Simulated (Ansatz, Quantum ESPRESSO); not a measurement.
# F-GaN-H chair, 1 layer: biaxial strain by an ASE script, part 2 of 2

Aim: band edges, gap and stiffness of F-GaN-H chair, 1 layer under biaxial strain.

Quantum ESPRESSO 7.5; plane-wave DFT, PBE, GBRV ultrasoft pseudopotentials; geometry by Ansatz 0.2.0 with PAW datasets.

So far: The starting structure; Relaxation with Ansatz.

## (3) Running the series

Under ESM bc1 levels count from the vacuum, or from the mean of the two vacuum levels where the sheet has a dipole, so band edges at unlike strains can be compared.

Level of this step: plane-wave DFT, PBE, GBRV ultrasoft pseudopotentials (Quantum ESPRESSO 7.5).

run.py reads:

```python
import json
import numpy as np
from ase import Atoms
from ase.calculators.espresso import Espresso, EspressoProfile

profile = EspressoProfile(command='mpirun -n 2 pw.x -nk 2', pseudo_dir='../pseudo')
pseudopotentials = {'F': 'f_pbe_v1.4.uspp.F.UPF', 'Ga': 'ga_pbe_v1.4.uspp.F.UPF', 'H': 'h_pbe_v1.4.uspp.F.UPF', 'N': 'n_pbe_v1.2.uspp.F.UPF'}
system = {'ecutwfc': 40, 'ecutrho': 200, 'occupations': 'smearing', 'smearing': 'fd', 'degauss': 0.002}


def calculator(name, kpts, **extra):
    data = dict(control=dict(tprnfor=True, verbosity='high', disk_io='none'),
                system=system | extra,
                electrons=dict(conv_thr=1e-09, mixing_beta=0.4, mixing_mode='plain',
                               electron_maxstep=100))
    return Espresso(profile=profile, directory=name, pseudopotentials=pseudopotentials, kpts=kpts, input_data=data)


def centre(atoms):
    z = atoms.positions[:, 2]
    atoms.positions[:, 2] -= (z.max() + z.min()) / 2  # ESM wants the slab about z = 0
    return atoms

sheet = Atoms(
    ['H', 'N', 'Ga', 'F'],
    scaled_positions=[
        [0.6666666667, 0.3333333333, 0.4063319631],
        [0.6666666667, 0.3333333333, 0.4619394539],
        [0.3333333333, 0.6666666667, 0.4980139703],
        [0.3333333333, 0.6666666667, 0.5919877342]],
    cell=[
        [3.264088325950, 0.000000000000, 0.000000000000],
        [-1.632044162975, 2.826783410469, 0.000000000000],
        [0.000000000000, 0.000000000000, 18.453333333300]],
    pbc=True)

rows = []
for strain in [-0.03, -0.015, 0.0, 0.015, 0.03]:
    atoms = sheet.copy()
    atoms.set_cell(sheet.cell.array * [[1 + strain], [1 + strain], [1]], scale_atoms=True)
    atoms = centre(atoms)
    atoms.calc = calculator(f's{strain:+.3f}', (12, 12, 1), assume_isolated='esm', esm_bc='bc1', nbnd=20)
    energy = atoms.get_potential_energy()
    levels = np.array([atoms.calc.get_eigenvalues(kpt=i) for i in range(len(atoms.calc.get_ibz_k_points()))])
    top, bottom = levels[:, 15].max(), levels[:, 16].min()
    direct = (levels[:, 16] - levels[:, 15]).min()
    rows.append([strain, energy, top, bottom, direct])
    print(f'strain {strain:+.3f}: E = {energy:.5f} eV, valence top {top:.3f}, conduction bottom {bottom:.3f}, '
          f'gap {bottom - top:.3f}, least direct gap {direct:.3f} eV')

x, energy, top, bottom, direct = np.array(rows).T
area = np.linalg.norm(np.cross(*sheet.cell[:2]))
stiffness = np.polyfit(x, energy, 2)[0] / area * 16.0218  # C11 + C12, heights clamped
print(f'valence and conduction edges move by {np.polyfit(x, top, 1)[0]:.2f} and {np.polyfit(x, bottom, 1)[0]:.2f} eV per unit biaxial strain')
print(f'C11 + C12 with clamped heights: {stiffness:.1f} N/m')
json.dump(dict(rows=rows, stiffness=stiffness), open('result.json', 'w'))
```

Started as:

```sh
OMP_NUM_THREADS=1 python run.py
```

The program printed:

```text
strain -0.030: E = -6604.04574 eV, valence top -7.228, conduction bottom -5.074, gap 2.154, least direct gap 2.154 eV
strain -0.015: E = -6604.09929 eV, valence top -7.316, conduction bottom -5.066, gap 2.250, least direct gap 2.250 eV
strain +0.000: E = -6604.11775 eV, valence top -7.395, conduction bottom -5.086, gap 2.310, least direct gap 2.310 eV
strain +0.015: E = -6604.10557 eV, valence top -7.463, conduction bottom -5.133, gap 2.330, least direct gap 2.330 eV
strain +0.030: E = -6604.06659 eV, valence top -7.518, conduction bottom -5.207, gap 2.311, least direct gap 2.311 eV
valence and conduction edges move by -4.84 and -2.21 eV per unit biaxial strain
C11 + C12 with clamped heights: 118.9 N/m
```

Run time: 2.9 min. Hardware: 2 MPI ranks of Arm Neoverse V2, shared host; peak memory 0.39 GiB.

The input that ASE wrote for the first run, and its log:

```
&CONTROL
   verbosity        = 'high'
   tprnfor          = .true.
   disk_io          = 'none'
   pseudo_dir       = '../pseudo'
/
&SYSTEM
   nbnd             = 20
   ecutwfc          = 40
   ecutrho          = 200
   occupations      = 'smearing'
   degauss          = 0.002
   smearing         = 'fd'
   assume_isolated  = 'esm'
   esm_bc           = 'bc1'
   ntyp             = 4
   nat              = 4
   ibrav            = 0
/
&ELECTRONS
   electron_maxstep = 100
   conv_thr         = 1e-09
   mixing_mode      = 'plain'
   mixing_beta      = 0.4
/
&IONS
/
&CELL
/
&FCP
/
&RISM
/
ATOMIC_SPECIES
H 1.008 h_pbe_v1.4.uspp.F.UPF
N 14.007 n_pbe_v1.2.uspp.F.UPF
Ga 69.723 ga_pbe_v1.4.uspp.F.UPF
F 18.998403163 f_pbe_v1.4.uspp.F.UPF

K_POINTS automatic
12 12 1  0 0 0

CELL_PARAMETERS angstrom
3.16616567617150 0.00000000000000 0.00000000000000
-1.58308283808575 2.74197990815493 0.00000000000000
0.00000000000000 0.00000000000000 18.45333333330000

ATOMIC_POSITIONS angstrom
H 1.5830828382 0.9139933026 -1.7129839147  
N 1.5830828382 0.9139933026 -0.6868403511  
Ga -0.0000000002 1.8279866055 -0.0211452752  
F -0.0000000002 1.8279866055 1.7129839147
```

```text
Program PWSCF v.7.5 starts
[citation notice left out]

     Parallel version (MPI & OpenMP), running on       2 processor cores
     Number of MPI processes:                 2
     Threads/MPI process:                     1

     MPI processes distributed on     1 nodes
[... 1 line left out ...]

Warning: card &CELL ignored
Warning: card &FCP ignored
Warning: card &RISM ignored

     Current dimensions of program PWSCF are:
     Max number of different atomic species (ntypx) = 10
     Max number of k-points (npk) =  40000
     Max angular momentum in pseudopotentials (lmaxx) =  4
     Message from routine setup:
     using ibrav=0 with symmetry is DISCOURAGED, use correct ibrav instead

     K-points division:     npool     =       2
     Subspace diagonalization in iterative solution of the eigenvalue problem:
     a serial algorithm will be used

     G-vector sticks info
     --------------------
     sticks:   dense  smooth     PW     G-vecs:    dense   smooth      PW
     Sum         499     385    121                51739    36777    6353

     Using Slab Decomposition

     bravais-lattice index     =            0
     lattice parameter (alat)  =       5.9832  a.u.
     unit-cell volume          =    1081.1086 (a.u.)^3
     number of atoms/cell      =            4
     number of atomic types    =            4
     number of electrons       =        32.00
     number of Kohn-Sham states=           20
     kinetic-energy cutoff     =      40.0000  Ry
     charge density cutoff     =     200.0000  Ry
     scf convergence threshold =      1.0E-09
     mixing beta               =       0.4000
     number of iterations used =            8  plain     mixing
     Exchange-correlation=  SLA  PW   PBX  PBC
                           (   1   4   3   4   0   0   0)

     Effective Screening Medium Method
     =================================
     Boundary Conditions: Vacuum-Slab-Vacuum
     total charge in unit cell        =   0.0000
     grid points for fit at edges     =        4

[... 10 lines left out ...]
     PseudoPot. # 1 for H  read from file:
     ../pseudo/h_pbe_v1.4.uspp.F.UPF
     Pseudo is Ultrasoft, Zval =  1.0
     Generated by new atomic code, or converted to UPF format
     Using radial grid of  615 points,  2 beta functions with:
                l(1) =   0
                l(2) =   0
     Q(r) pseudized with  8 coefficients,  rinner =    0.700

     PseudoPot. # 2 for N  read from file:
     ../pseudo/n_pbe_v1.2.uspp.F.UPF
     Pseudo is Ultrasoft + core correction, Zval =  5.0
     Generated by new atomic code, or converted to UPF format
     Using radial grid of  729 points,  4 beta functions with:
                l(1) =   0
                l(2) =   0
                l(3) =   1
                l(4) =   1
     Q(r) pseudized with  8 coefficients,  rinner =    0.900   0.900   0.900

     PseudoPot. # 3 for Ga read from file:
[... 636 lines left out ...]
     estimated scf accuracy    <          2.6E-10 Ry
     smearing contrib. (-TS)   =      -0.00000000 Ry
     internal energy E=F+TS    =    -485.38845130 Ry

     The total energy is F=E-TS. E is the sum of the following terms:
     one-electron contribution =     464.93851615 Ry
     hartree contribution      =    -232.87065131 Ry
     xc contribution           =     -64.14458472 Ry
     ewald contribution        =    -653.31173141 Ry

     convergence has been achieved in  18 iterations

     negative rho (up, down):  4.277E-04 0.000E+00

     Forces acting on atoms (cartesian axes, Ry/au):

     atom    1 type  1   force =     0.00000000    0.00000000   -0.00892804
     atom    2 type  2   force =     0.00000000    0.00000000   -0.01310790
     atom    3 type  3   force =     0.00000000    0.00000000    0.01794429
     atom    4 type  4   force =     0.00000000    0.00000000    0.00418713
     The non-local contrib.  to forces
     atom    1 type  1   force =     0.00000000   -0.00000000    0.21317060
     atom    2 type  2   force =     0.00000000    0.00000000   -0.66232099
     atom    3 type  3   force =     0.00000000   -0.00000000   -0.53881118
     atom    4 type  4   force =     0.00000000   -0.00000000   -1.87133575
     The ionic contribution  to forces
     atom    1 type  1   force =    -0.00000000    0.00000000  -13.67399411
     atom    2 type  2   force =    -0.00000000    0.00000000  -33.13240289
     atom    3 type  3   force =     0.00000000   -0.00000000  -30.50399114
     atom    4 type  4   force =     0.00000000   -0.00000000   77.31038814
     The local contribution  to forces
     atom    1 type  1   force =    -0.00000000    0.00000000   13.45189215
     atom    2 type  2   force =    -0.00000000    0.00000000   33.77656632
     atom    3 type  3   force =     0.00000022   -0.00000007   31.05574147
     atom    4 type  4   force =     0.00000003   -0.00000001  -75.43488567
     The core correction contribution to forces
     atom    1 type  1   force =     0.00000000    0.00000000    0.00000000
     atom    2 type  2   force =     0.00000000   -0.00000000    0.00504978
     atom    3 type  3   force =     0.00000000   -0.00000000    0.00501272
     atom    4 type  4   force =     0.00000000    0.00000000    0.00000000
     The Hubbard contrib.    to forces
     atom    1 type  1   force =     0.00000000    0.00000000    0.00000000
     atom    2 type  2   force =     0.00000000    0.00000000    0.00000000
     atom    3 type  3   force =     0.00000000    0.00000000    0.00000000
     atom    4 type  4   force =     0.00000000    0.00000000    0.00000000
     The SCF correction term to forces
     atom    1 type  1   force =     0.00000000    0.00000000    0.00000332
     atom    2 type  2   force =     0.00000000    0.00000000   -0.00000013
     atom    3 type  3   force =    -0.00000000   -0.00000000   -0.00000758
     atom    4 type  4   force =     0.00000000   -0.00000000    0.00002042

     Total force =     0.024312     Total SCF correction =     0.000022
     Message from routine punch:
     Nothing written, as per user request (disk_io='none')

[... 1 line left out ...]

[... 1 line left out ...]

[... 1 line left out ...]

[... 3 lines left out ...]

[... 1 line left out ...]

[... 2 lines left out ...]

[... 1 line left out ...]

[... 1 line left out ...]

=------------------------------------------------------------------------------=
   JOB DONE.
=------------------------------------------------------------------------------=
```

Read from the output:

| Quantity | Value |
| --- | --- |
| biaxial stiffness | 118.9 N/m |

Table of band edge from the vacuum level by biaxial strain:

```csv
biaxial strain (%),valence top (eV),conduction bottom (eV)
-3.00,-7.23,-5.07
-1.50,-7.32,-5.07
0.00,-7.40,-5.09
1.50,-7.46,-5.13
3.00,-7.52,-5.21
```

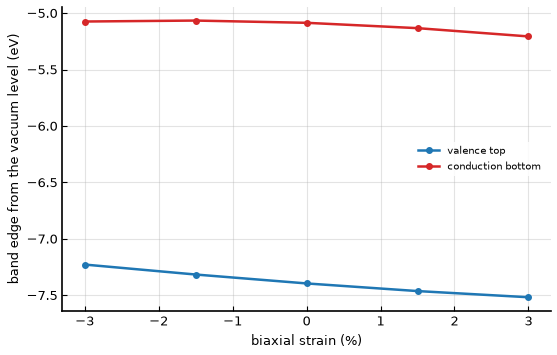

Band edge from the vacuum level, plotted against biaxial strain.

The gap by biaxial strain:

```csv
biaxial strain (%),on the mesh (eV),least direct (eV)
-3.00,2.15,2.15
-1.50,2.25,2.25
0.00,2.31,2.31
1.50,2.33,2.33
3.00,2.31,2.31
```

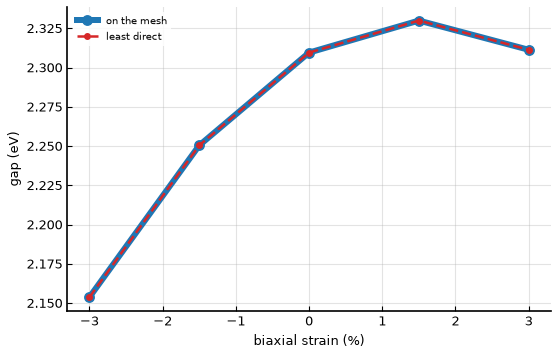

Gap, plotted against biaxial strain.

Energy over the lowest against biaxial strain:

```csv
biaxial strain (%),energy over the lowest (meV)
-3.00,72.0
-1.50,18.5
0.00,0
1.50,12.2
3.00,51.2
```

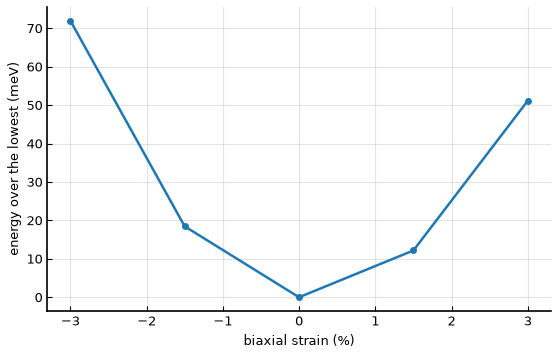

Energy over the lowest against biaxial strain.

## (4) Running the series: vdW-DF-cx, GBRV ultrasoft

Level of this step: plane-wave DFT, vdW-DF-cx, GBRV ultrasoft pseudopotentials made under PBE (Quantum ESPRESSO 7.5). input_dft overrides the functional of the files.

run.py, as its differences from the input of step 3:

```diff
@@ -7,3 +7,3 @@
 pseudopotentials = {'F': 'f_pbe_v1.4.uspp.F.UPF', 'Ga': 'ga_pbe_v1.4.uspp.F.UPF', 'H': 'h_pbe_v1.4.uspp.F.UPF', 'N': 'n_pbe_v1.2.uspp.F.UPF'}
-system = {'ecutwfc': 40, 'ecutrho': 200, 'occupations': 'smearing', 'smearing': 'fd', 'degauss': 0.002}
+system = {'ecutwfc': 40, 'ecutrho': 200, 'input_dft': 'vdw-df-cx', 'occupations': 'smearing', 'smearing': 'fd', 'degauss': 0.002}
```

Started as:

```sh
OMP_NUM_THREADS=1 python run.py
```

The program printed:

```text
strain -0.030: E = -6593.81493 eV, valence top -7.305, conduction bottom -5.446, gap 1.859, least direct gap 1.859 eV
strain -0.015: E = -6593.84400 eV, valence top -7.389, conduction bottom -5.403, gap 1.986, least direct gap 1.986 eV
strain +0.000: E = -6593.83917 eV, valence top -7.464, conduction bottom -5.390, gap 2.074, least direct gap 2.074 eV
strain +0.015: E = -6593.80238 eV, valence top -7.528, conduction bottom -5.399, gap 2.129, least direct gap 2.129 eV
strain +0.030: E = -6593.74282 eV, valence top -7.579, conduction bottom -5.434, gap 2.145, least direct gap 2.145 eV
valence and conduction edges move by -4.58 and 0.18 eV per unit biaxial strain
C11 + C12 with clamped heights: 115.3 N/m
```

It took 5.5 min on 2 MPI ranks; peak memory 0.43 GiB.

Numbers from this step:

```
biaxial stiffness : 115.3 N/m
```

Table of band edge from the vacuum level by biaxial strain:

```csv
biaxial strain (%),valence top (eV),conduction bottom (eV)
-3.00,-7.30,-5.45
-1.50,-7.39,-5.40
0.00,-7.46,-5.39
1.50,-7.53,-5.40
3.00,-7.58,-5.43
```

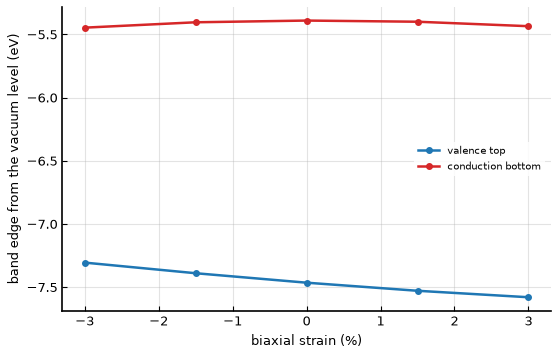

Band edge from the vacuum level against biaxial strain.

Table of gap by biaxial strain:

```csv
biaxial strain (%),on the mesh (eV),least direct (eV)
-3.00,1.86,1.86
-1.50,1.99,1.99
0.00,2.07,2.07
1.50,2.13,2.13
3.00,2.14,2.14
```

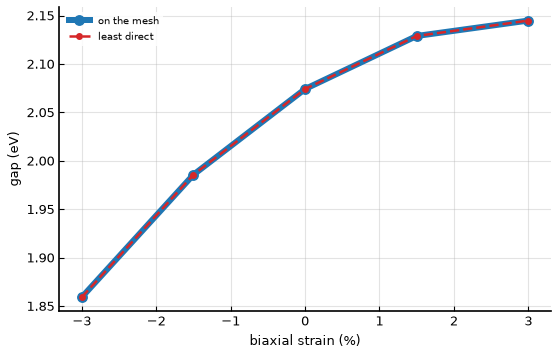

Gap against biaxial strain.

Table of energy over the lowest by biaxial strain:

```csv
biaxial strain (%),energy over the lowest (meV)
-3.00,29.1
-1.50,0
0.00,4.84
1.50,41.6
3.00,101
```

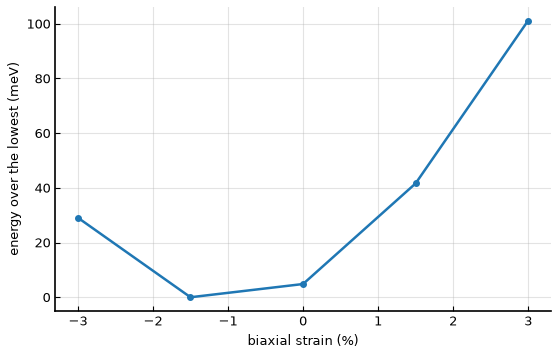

Energy over the lowest, plotted against biaxial strain.

## (5) The script, with pools = 64

One more run, with a changed input.

Level of this step: plane-wave DFT, PBE, GBRV ultrasoft pseudopotentials (Quantum ESPRESSO 7.5).

run.py, as its differences from the input of step 3:

```diff
@@ -5,3 +5,3 @@
 
-profile = EspressoProfile(command='mpirun -n 2 pw.x -nk 2', pseudo_dir='../pseudo')
+profile = EspressoProfile(command='mpirun -n 2 pw.x -nk 64', pseudo_dir='../pseudo')
 pseudopotentials = {'F': 'f_pbe_v1.4.uspp.F.UPF', 'Ga': 'ga_pbe_v1.4.uspp.F.UPF', 'H': 'h_pbe_v1.4.uspp.F.UPF', 'N': 'n_pbe_v1.2.uspp.F.UPF'}
@@ -14,3 +14,3 @@
                 electrons=dict(conv_thr=1e-09, mixing_beta=0.4, mixing_mode='plain',
-                               electron_maxstep=100))
+                               electron_maxstep=60))
     return Espresso(profile=profile, directory=name, pseudopotentials=pseudopotentials, kpts=kpts, input_data=data)
@@ -37,3 +37,3 @@
 rows = []
-for strain in [-0.03, -0.015, 0.0, 0.015, 0.03]:
+for strain in [-0.03, -0.015, 0.0]:
     atoms = sheet.copy()
```

Started as:

```sh
OMP_NUM_THREADS=1 python run.py
```

The program printed:

```text
subprocess.CalledProcessError: the calculator's command failed
```

Elapsed: 1 s, on 2 MPI ranks; peak memory 0.19 GiB.

The input that ASE wrote for the run that failed, and its log:

```
&CONTROL
   verbosity        = 'high'
   tprnfor          = .true.
   disk_io          = 'none'
   pseudo_dir       = '../pseudo'
/
&SYSTEM
   nbnd             = 20
   ecutwfc          = 40
   ecutrho          = 200
   occupations      = 'smearing'
   degauss          = 0.002
   smearing         = 'fd'
   assume_isolated  = 'esm'
   esm_bc           = 'bc1'
   ntyp             = 4
   nat              = 4
   ibrav            = 0
/
&ELECTRONS
   electron_maxstep = 60
   conv_thr         = 1e-09
   mixing_mode      = 'plain'
   mixing_beta      = 0.4
/
&IONS
/
&CELL
/
&FCP
/
&RISM
/
ATOMIC_SPECIES
H 1.008 h_pbe_v1.4.uspp.F.UPF
N 14.007 n_pbe_v1.2.uspp.F.UPF
Ga 69.723 ga_pbe_v1.4.uspp.F.UPF
F 18.998403163 f_pbe_v1.4.uspp.F.UPF

K_POINTS automatic
12 12 1  0 0 0

CELL_PARAMETERS angstrom
3.16616567617150 0.00000000000000 0.00000000000000
-1.58308283808575 2.74197990815493 0.00000000000000
0.00000000000000 0.00000000000000 18.45333333330000

ATOMIC_POSITIONS angstrom
H 1.5830828382 0.9139933026 -1.7129839147  
N 1.5830828382 0.9139933026 -0.6868403511  
Ga -0.0000000002 1.8279866055 -0.0211452752  
F -0.0000000002 1.8279866055 1.7129839147
```

```text
Program PWSCF v.7.5 starts
[citation notice left out]

     Parallel version (MPI & OpenMP), running on       2 processor cores
     Number of MPI processes:                 2
     Threads/MPI process:                     1

     MPI processes distributed on     1 nodes
[... 1 line left out ...]

Warning: card &CELL ignored
Warning: card &FCP ignored
Warning: card &RISM ignored

     Current dimensions of program PWSCF are:
     Max number of different atomic species (ntypx) = 10
     Max number of k-points (npk) =  40000
     Max angular momentum in pseudopotentials (lmaxx) =  4
     Message from routine setup:
     using ibrav=0 with symmetry is DISCOURAGED, use correct ibrav instead

 %%%%%%%%%%%%%%%%%%%%%%%%%%%%%%%%%%%%%%%%%%%%%%%%%%%%%%%%%%%%%%%%%%%%%%%%%%%%%%
     Error in routine mp_start_pools (1):
     invalid number of pools, out of range
 %%%%%%%%%%%%%%%%%%%%%%%%%%%%%%%%%%%%%%%%%%%%%%%%%%%%%%%%%%%%%%%%%%%%%%%%%%%%%%

     stopping ...
```

The input was rejected at the start.

The fault put into the input: more pools than k-points or ranks (pools = 64).

The number of pools must divide the number of ranks; pools beyond the number of k-points stand idle.

## (6) A check by hand

Under equal strain ε in the plane, E = A (C11 + C12) ε². From the points at ±1.5 %: d²E/dε² = (18.46 + 12.17 − 2 × 0.00) meV / 0.015² = 136 eV, and 136/(2 × 9.227 Å²) × 16.02 = 118 N/m.

## (7) What came out

- C11 + C12, heights clamped, PBE, GBRV ultrasoft: 119 N/m
- gap on the mesh at zero strain, PBE, GBRV ultrasoft: 2.31 eV
- valence top below the mean of the two vacuum levels at zero strain, PBE, GBRV ultrasoft: 7.40 eV
- shift of the valence top per unit biaxial strain, PBE, GBRV ultrasoft: -4.8 eV
- shift of the conduction bottom per unit biaxial strain, PBE, GBRV ultrasoft: -2.2 eV
- C11 + C12, heights clamped, vdW-DF-cx, GBRV ultrasoft (made under PBE): 115 N/m
- gap on the mesh at zero strain, vdW-DF-cx, GBRV ultrasoft (made under PBE): 2.07 eV
- valence top below the mean of the two vacuum levels at zero strain, vdW-DF-cx, GBRV ultrasoft (made under PBE): 7.46 eV
- shift of the valence top per unit biaxial strain, vdW-DF-cx, GBRV ultrasoft (made under PBE): -4.6 eV
- shift of the conduction bottom per unit biaxial strain, vdW-DF-cx, GBRV ultrasoft (made under PBE): 0.2 eV

The sheet's biaxial stiffness comes to 119 N/m and its gap at zero strain to 2.31 eV (PBE, GBRV ultrasoft). From −3 % to +3 % the gap on the mesh goes from 2.15 to 2.31 eV; it is direct at every strain. Heights are clamped under strain, which makes a sheet with several atomic planes too stiff. Zero strain is the PBE cell; under vdW-DF-cx the energy is lowest near -0.9 %, so its stiffness is taken away from its own minimum. Semilocal gaps are too small. The sheet carries a dipole, so the two faces have unlike vacuum levels and the zero lies between them. Spin-orbit coupling is left out; depending on the atoms that carry the levels of interest, it can split and shift them by some tens of meV.

[Logs are printed without paths, hosts, clocks, repeated set-up lines and the standing remarks that a program may print on its own settings, such as how far it seeks lower states.]

[Hosts, paths, dates, database ids (printed as entryN), source tags and the programs' standing remarks are cut or masked in the printed files.]

[Maps of the electrostatic potential energy from Ansatz leave out the sawtooth potential of an applied field or a dipole correction, so their vacuum need not be flat; planar profiles and work functions include it.]
